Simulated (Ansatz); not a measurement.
Ge (Fd-3m, No. 227): the input geometry of a calculation.

Space group Fd-3m:1 (No. 227). a = 5.760 Å, b = 5.760 Å, c = 5.760 Å, α = 90.00°, β = 90.00°, γ = 90.00°
```tsv
atom	site	symmetry	x	y	z
Ge	8a	-43m	0.0000	0.0000	0.0000
```

### What will an iDPC-like image along [210] show? Simulated as the projected potential of neutral atoms (B = 0.8 Å²) blurred by a 0.53 Å probe, the thin-sample limit of integrated differential phase contrast. The speckle of an amorphous layer was added.

The columns repeat on a centred rectangular net of 1.29 × 2.88 Å (plane group c2mm). All columns are alike (Ge). The shortest distance between visible columns is 1.29 Å in projection. Along the beam the structure repeats every 12.88 Å.

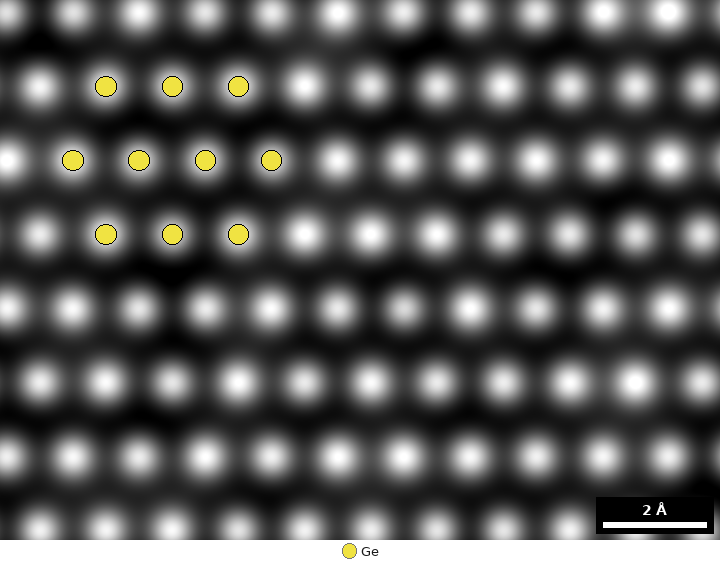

The simulated image, with the columns of the model marked in one corner.
